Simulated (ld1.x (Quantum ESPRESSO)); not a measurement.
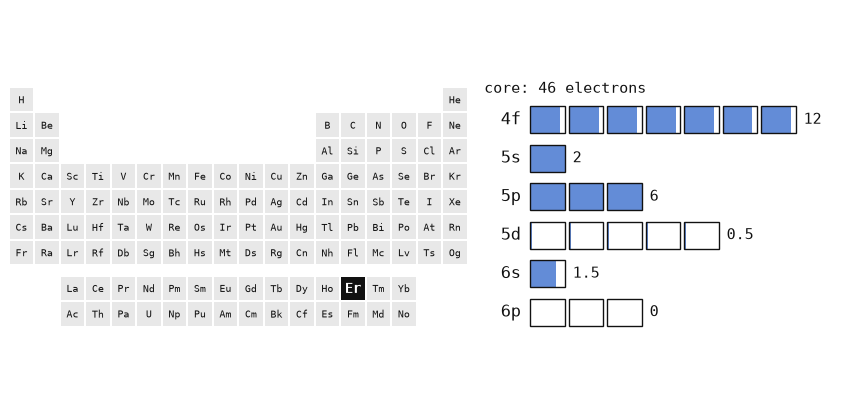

**Figure 1.** Left, the place of erbium in the periodic table; right, the valence shells of the reference configuration: a box for each of the 2l + 1 orbitals, shaded by the share of the shell that is filled, with the electron count at the right. The shells are those of the unaltered input.

Er: pseudopotential generation

Erbium (Er, Z = 68), core [Kr] 4d10, reference valence 4f12 5s2 5p6 5d0.5 6s1.5 6p0, valence charge 22. (This line and the method describe the unaltered input from which the odd one was made.) Computed at this level: ultrasoft potential, LDA (PZ), scalar-relativistic, made with ld1.x (Quantum ESPRESSO) 7.5.

## The input
```
 &input
   title='Er', zed=68., rel=1, dft='PZ', iswitch=3,
   config='[Xe] 4f12 5d0.5 6s1.5 6p0',
   nld=4, rlderiv=4.40, eminld=-6.0, emaxld=5.0, deld=0.02
 /
 &inputp
   pseudotype=3, tm=.true., lloc=-1, rcloc=1.95,
   nlcc=.false.,
   which_augfun='PSQ', rmatch_augfun_nc=.true.,
   file_wfcaegen='ae.wfc', file_wfcncgen='nc.wfc', file_beta='beta', file_chi='chi', file_wfcusgen='us.wfc'
 /
8
5S  1  0   2.00   0.00  1.60  1.95  0.0
6S  2  0   1.50   0.00  1.60  1.95  0.0
5P  2  1   6.00   0.00  2.00  2.55  0.0
6P  3  1   0.00   0.00  2.00  2.55  0.0
5D  3  2   0.50   0.00  3.80  4.05  0.0
5D  3  2   0.00   0.35  3.80  4.05  0.0
4F  4  3  12.00   0.00  1.10  1.35  0.0
4F  4  3   0.00   0.70  1.10  1.35  0.0
 &test
   configts(1)='4f12 5s2 5p6 5d0.5 6s1.5 6p0'
 /
```

Hardware: 1 CPU thread, shared host.

Launched with:
```bash
ld1.x < Er.in > Er.out
```

## Output
```
     Program LD1 v.7.5
     --------------------------- All-electron run ----------------------------

     Er
     scalar relativistic calculation

     atomic number is 68.00
     dft =PZ   lsd =0 sic =0 latt =0  beta=0.20 tr2=1.0E-14
     Exchange-correlation= PZ
                           (   1   1   0   0   0   0   0)
     mesh =1267 r(mesh) = 100.03222 a.u. xmin = -7.00 dx = 0.01250
     1 Ry =  13.60569312 eV, c = 137.03599908

     n l     nl                  e(Ry)          e(Ha)          e(eV)
     1 0     1S 1( 2.00)     -4213.3217     -2106.6609    -57325.1624
     2 0     2S 1( 2.00)      -707.8823      -353.9411     -9631.2287
     2 1     2P 1( 6.00)      -626.3302      -313.1651     -8521.6561
     3 0     3S 1( 2.00)      -158.5504       -79.2752     -2157.1880
     3 1     3P 1( 6.00)      -133.7462       -66.8731     -1819.7101
     4 0     4S 1( 2.00)       -31.2110       -15.6055      -424.6473
     4 1     4P 1( 6.00)       -23.0490       -11.5245      -313.5982
     3 2     3D 1(10.00)      -102.6436       -51.3218     -1396.5374
     5 0     5S 1( 2.00)        -3.7943        -1.8972       -51.6243
     5 1     5P 1( 6.00)        -1.9227        -0.9613       -26.1591
     4 2     4D 1(10.00)       -12.1170        -6.0585      -164.8609
     4 3     4F 1(12.00)        -0.2208        -0.1104        -3.0045
     5 2     5D 1( 0.50)        -0.0697        -0.0348        -0.9483
     6 0     6S 1( 1.50)        -0.2876        -0.1438        -3.9133
     6 1     6P 1( 0.00)        -0.0878        -0.0439        -1.1945

     final scf error:  4.9E-15 reached in  36 iterations

     Etot =  -26156.116889 Ry,  -13078.058445 Ha, -355872.099682 eV

     Ekin =   28354.439268 Ry,   14177.219634 Ha,  385781.799356 eV
     Encl =  -64213.621095 Ry,  -32106.810548 Ha, -873670.822935 eV
     Eh   =   10241.825915 Ry,    5120.912958 Ha,  139347.140419 eV
     Exc  =    -538.760977 Ry,    -269.380489 Ha,   -7330.216523 eV

     normalization and overlap integrals

     s(1S/1S) =  1.000000  <r> =   0.0204  <r2> =    0.0006  r(max) =   0.0128
     s(2S/2S) =  1.000000  <r> =   0.0865  <r2> =    0.0088  r(max) =   0.0728
     s(2P/2P) =  1.000000  <r> =   0.0767  <r2> =    0.0072  r(max) =   0.0596
     s(3S/3S) =  1.000000  <r> =   0.2256  <r2> =    0.0581  r(max) =   0.2081
     s(3P/3P) =  1.000000  <r> =   0.2247  <r2> =    0.0585  r(max) =   0.2030
     s(4S/4S) =  1.000000  <r> =   0.5084  <r2> =    0.2919  r(max) =   0.4750
     s(4P/4P) =  1.000000  <r> =   0.5393  <r2> =    0.3311  r(max) =   0.4931
     s(3D/3D) =  1.000000  <r> =   0.2039  <r2> =    0.0488  r(max) =   0.1662
     s(5S/5S) =  1.000000  <r> =   1.2531  <r2> =    1.7717  r(max) =   1.1113
     s(5P/5P) =  1.000000  <r> =   1.5012  <r2> =    2.5777  r(max) =   1.2751
     s(4D/4D) =  1.000000  <r> =   0.5840  <r2> =    0.3962  r(max) =   0.5120
     s(4F/4F) =  1.000001  <r> =   0.8343  <r2> =    0.9855  r(max) =   0.5056
     s(5D/5D) =  1.000000  <r> =   3.7428  <r2> =   18.5292  r(max) =   2.1554
     s(6S/6S) =  1.000000  <r> =   4.0073  <r2> =   18.3737  r(max) =   3.3384
     s(6P/6P) =  1.000000  <r> =   5.9294  <r2> =   40.8080  r(max) =   4.7970

     ------------------------ End of All-electron run ------------------------

     --------------------- Generating US pseudopotential ---------------------

      Generating local potential from pseudized AE potential:
      Matching radius rcloc =   1.9500

      Local pseudo, rcloc= 1.926 Estimated cut-off energy=     6.73 Ry
      Wfc-us  5S rcutus= 1.926  Estimated cut-off energy=    14.63 Ry
      Wfc-us  6S rcutus= 1.926  Estimated cut-off energy=    29.08 Ry
      Wfc-us  5P rcutus= 2.536  Estimated cut-off energy=    13.35 Ry
      Wfc-us  6P rcutus= 2.536  Estimated cut-off energy=    24.95 Ry
      Wfc-us  5D rcutus= 4.078  Estimated cut-off energy=     6.86 Ry
      Wfc-us  5D rcutus= 4.078  Estimated cut-off energy=    12.23 Ry
      Wfc-us  4F rcutus= 1.357  Estimated cut-off energy=    86.40 Ry
      Wfc-us  4F rcutus= 1.357  Estimated cut-off energy=   116.02 Ry

      Problem with multipole  5  2:  6  2 l3=  4     -0.0000106

     Q pseudized with Bessel functions
     Expected ecutrho=     473.1592 due to l1=  3   l2=  3

     ------------------- End of pseudopotential generation -------------------

     --------------------------- All-electron run ----------------------------

     Er
     scalar relativistic calculation

     atomic number is 68.00
     dft =PZ   lsd =0 sic =0 latt =0  beta=0.20 tr2=1.0E-14
     Exchange-correlation= PZ
                           (   1   1   0   0   0   0   0)
     mesh =1267 r(mesh) = 100.03222 a.u. xmin = -7.00 dx = 0.01250
     1 Ry =  13.60569312 eV, c = 137.03599908

     n l     nl                  e(Ry)          e(Ha)          e(eV)
     1 0     1S 1( 2.00)     -4213.3217     -2106.6609    -57325.1624
     2 0     2S 1( 2.00)      -707.8823      -353.9411     -9631.2287
     2 1     2P 1( 6.00)      -626.3302      -313.1651     -8521.6561
     3 0     3S 1( 2.00)      -158.5504       -79.2752     -2157.1880
     3 1     3P 1( 6.00)      -133.7462       -66.8731     -1819.7101
     4 0     4S 1( 2.00)       -31.2110       -15.6055      -424.6473
     4 1     4P 1( 6.00)       -23.0490       -11.5245      -313.5982
     3 2     3D 1(10.00)      -102.6436       -51.3218     -1396.5374
     5 0     5S 1( 2.00)        -3.7943        -1.8972       -51.6243
     5 1     5P 1( 6.00)        -1.9227        -0.9613       -26.1591
     4 2     4D 1(10.00)       -12.1170        -6.0585      -164.8609
     4 3     4F 1(12.00)        -0.2208        -0.1104        -3.0045
     5 2     5D 1( 0.50)        -0.0697        -0.0348        -0.9483
     6 0     6S 1( 1.50)        -0.2876        -0.1438        -3.9133
     6 1     6P 1( 0.00)        -0.0878        -0.0439        -1.1945

     final scf error:  4.9E-15 reached in  36 iterations

     Etot =  -26156.116889 Ry,  -13078.058445 Ha, -355872.099682 eV

     Ekin =   28354.439268 Ry,   14177.219634 Ha,  385781.799356 eV
     Encl =  -64213.621095 Ry,  -32106.810548 Ha, -873670.822935 eV
     Eh   =   10241.825915 Ry,    5120.912958 Ha,  139347.140419 eV
     Exc  =    -538.760977 Ry,    -269.380489 Ha,   -7330.216523 eV

     normalization and overlap integrals

     s(1S/1S) =  1.000000  <r> =   0.0204  <r2> =    0.0006  r(max) =   0.0128
     s(2S/2S) =  1.000000  <r> =   0.0865  <r2> =    0.0088  r(max) =   0.0728
     s(2P/2P) =  1.000000  <r> =   0.0767  <r2> =    0.0072  r(max) =   0.0596
     s(3S/3S) =  1.000000  <r> =   0.2256  <r2> =    0.0581  r(max) =   0.2081
     s(3P/3P) =  1.000000  <r> =   0.2247  <r2> =    0.0585  r(max) =   0.2030
     s(4S/4S) =  1.000000  <r> =   0.5084  <r2> =    0.2919  r(max) =   0.4750
     s(4P/4P) =  1.000000  <r> =   0.5393  <r2> =    0.3311  r(max) =   0.4931
     s(3D/3D) =  1.000000  <r> =   0.2039  <r2> =    0.0488  r(max) =   0.1662
     s(5S/5S) =  1.000000  <r> =   1.2531  <r2> =    1.7717  r(max) =   1.1113
     s(5P/5P) =  1.000000  <r> =   1.5012  <r2> =    2.5777  r(max) =   1.2751
     s(4D/4D) =  1.000000  <r> =   0.5840  <r2> =    0.3962  r(max) =   0.5120
     s(4F/4F) =  1.000001  <r> =   0.8343  <r2> =    0.9855  r(max) =   0.5056
     s(5D/5D) =  1.000000  <r> =   3.7428  <r2> =   18.5292  r(max) =   2.1554
     s(6S/6S) =  1.000000  <r> =   4.0073  <r2> =   18.3737  r(max) =   3.3384
     s(6P/6P) =  1.000000  <r> =   5.9294  <r2> =   40.8080  r(max) =   4.7970

     ------------------------ End of All-electron run ------------------------

     Computing logarithmic derivative in   4.42275
     Computing logarithmic derivative in   4.42275
     Computing the partial wave expansion
     R is outside the sphere for l=    0 j= 0.00
     R is outside the sphere for l=    0 j= 0.00
     R is outside the sphere for l=    1 j= 0.00
     R is outside the sphere for l=    1 j= 0.00
     R is outside the sphere for l=    2 j= 0.00
     R is outside the sphere for l=    2 j= 0.00
     R is outside the sphere for l=    3 j= 0.00
     R is outside the sphere for l=    3 j= 0.00

     ---------------------- Testing the pseudopotential ----------------------

     Er
     scalar relativistic calculation

     atomic number is 68.00   valence charge is 22.00
     dft =PZ   lsd =0 sic =0 latt =0  beta=0.20 tr2=1.0E-14
     mesh =1267 r(mesh) = 100.03222 xmin = -7.00 dx = 0.01250

     n l     nl             e AE (Ry)        e PS (Ry)    De AE-PS (Ry)
     4 3     4F   1(12.00)       -0.22083       -0.22078       -0.00004
     1 0     5S   1( 2.00)       -3.79432       -3.79429       -0.00003
     2 1     5P   1( 6.00)       -1.92266       -1.92264       -0.00002
     3 2     5D   1( 0.50)       -0.06970       -0.06969       -0.00001
     2 0     6S   1( 1.50)       -0.28762       -0.28761       -0.00001
     3 1     6P   1( 0.00)       -0.08780       -0.08782        0.00002

     eps = 8.8E-15  iter = 13

     Etot =  -26156.116889 Ry,  -13078.058445 Ha, -355872.099682 eV
     Etotps =  -383.420376 Ry,    -191.710188 Ha,   -5216.699976 eV

     Ekin =      81.534871 Ry,      40.767435 Ha,    1109.338430 eV
     Encl =    -849.366084 Ry,    -424.683042 Ha,  -11556.214285 eV
     Ehrt =     372.450166 Ry,     186.225083 Ha,    5067.442657 eV
     Ecxc =     -35.720364 Ry,     -17.860182 Ha,    -486.000315 eV
     Epseu=      47.681036 Ry,      23.840518 Ha,     648.733537 eV

     ---------------------- End of pseudopotential test ----------------------
```

## What the run reported

- outcome: generated
- wall time: 1.4 s

## What is odd here

This input holds a deliberate oddity: file_pseudopw left out. The program ran to the end. The all-electron atom is untouched: its total energy equals that from the unaltered input (−26156.1169 Ry). The pseudo-atom's energy and levels in the reference configuration are also those from the unaltered input, so the oddity leaves no trace there. The pseudo-atom meets the occupied all-electron levels that the test lists within 0.00004 Ry. No test for ghost states or cutoffs was run on this potential, so its soundness isn't shown.
